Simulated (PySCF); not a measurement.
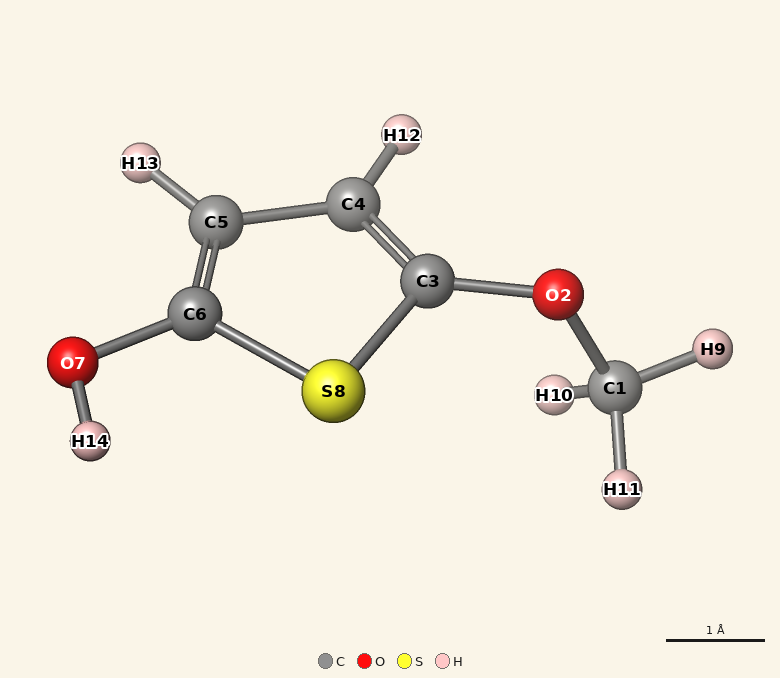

Orthographic view. Distant atoms are faded towards the background colour. Geometry: a frame of a GFN2-xTB molecular-dynamics simulation, not a minimum.

Write a MOL file (V2000) with the atoms in numerical order, bonds sorted by atom number with the orders drawn, and coordinates in the frame of the picture: x right, y up, z towards the viewer, origin at the mean position.

```
C5H6O2S
                    3D

 14 14  0  0  0  0  0  0  0  0999 V2000
    2.4200   -0.7300   -0.4800 C   0  0  0  0  0  0  0  0  0  0  0  0
    1.8400    0.2200    0.4100 O   0  0  0  0  0  0  0  0  0  0  0  0
    0.5100    0.3600    0.3600 C   0  0  0  0  0  0  0  0  0  0  0  0
   -0.2600    1.1400   -0.4600 C   0  0  0  0  0  0  0  0  0  0  0  0
   -1.6600    0.9600   -0.2400 C   0  0  0  0  0  0  0  0  0  0  0  0
   -1.8700    0.0300    0.7000 C   0  0  0  0  0  0  0  0  0  0  0  0
   -3.1200   -0.4700    1.0100 O   0  0  0  0  0  0  0  0  0  0  0  0
   -0.4600   -0.7600    1.2000 S   0  0  0  0  0  0  0  0  0  0  0  0
    3.4200   -0.3300   -0.6800 H   0  0  0  0  0  0  0  0  0  0  0  0
    1.8000   -0.8000   -1.3800 H   0  0  0  0  0  0  0  0  0  0  0  0
    2.5000   -1.7700   -0.1100 H   0  0  0  0  0  0  0  0  0  0  0  0
    0.2400    1.8600   -1.1200 H   0  0  0  0  0  0  0  0  0  0  0  0
   -2.4300    1.5700   -0.7000 H   0  0  0  0  0  0  0  0  0  0  0  0
   -2.9400   -1.2700    1.4900 H   0  0  0  0  0  0  0  0  0  0  0  0
  1  2  1  0
  1  9  1  0
  1 10  1  0
  1 11  1  0
  2  3  1  0
  3  4  2  0
  3  8  1  0
  4  5  1  0
  4 12  1  0
  5  6  2  0
  5 13  1  0
  6  7  1  0
  6  8  1  0
  7 14  1  0
M  END
```
